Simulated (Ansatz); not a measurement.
Band structure of FeO (Fm-3m, 2 atoms in the cell).

```
FeO
1.0
    0.00000     2.13377     2.13377
    2.13377     0.00000     2.13377
    2.13377     2.13377     0.00000
Fe O
1 1
Direct
  0.00000   0.00000   0.00000
  0.50000   0.50000   0.50000
```
Moments meant for the start (each program seeds them in its own way; μB, in the order of the atoms Fe O): 4.0 0.0.

Computed with PBE (plane waves, PAW; Ansatz, a quantum-chemistry and plane-wave program).

Settings: kpoints.mp_grid.grid = 18 18 18; hamiltonian.xc = pbe; hamiltonian.pseudopotentials = {kind: paw} (the program's default PAW files); magnetization.spin_polarized = true; scf.occupations.method = fermi_dirac; scf.occupations.width = 0.1 eV; kpoints.band_path.npoints = 8.

The starting cell comes from a database of computed structures (which also holds hypothetical and non-ambient phases and stackings), without a prior relaxation at this level. Its lattice was rescaled by a random factor within 2.5 % of one. The magnetic order is the one reached from the typed start; others were not searched systematically.

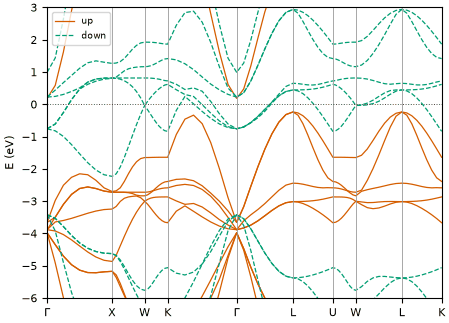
Fig. 1. Bands along the path, energies from the Fermi level.

Levels in eV from the Fermi level, bands 10 to 16 of the first spin channel:
```json
[
 {"point": "Γ", "10": "-3.88", "11": "-3.88", "12": "-3.66", "13": "-3.66", "14": "0.18", "15": "15.31", "16": "17.21"},
 {"point": "X", "10": "-3.24", "11": "-2.72", "12": "-2.72", "13": "-2.70", "14": "5.44", "15": "8.86", "16": "10.89"},
 {"point": "W", "10": "-3.00", "11": "-2.83", "12": "-2.72", "13": "-1.65", "14": "7.66", "15": "9.10", "16": "9.10"},
 {"point": "K", "10": "-2.87", "11": "-2.59", "12": "-2.39", "13": "-1.64", "14": "6.96", "15": "8.86", "16": "8.87"},
 {"point": "L", "10": "-3.01", "11": "-2.44", "12": "-0.24", "13": "-0.24", "14": "4.09", "15": "8.69", "16": "12.70"},
 {"point": "U", "10": "-2.87", "11": "-2.59", "12": "-2.39", "13": "-1.64", "14": "6.96", "15": "8.86", "16": "8.87"}
]
```

Bands cross the Fermi level along this path, so the cell is metallic at this level.

The net moment of the cell came out as 3.99 μB.

Keys are those of Ansatz 0.2.
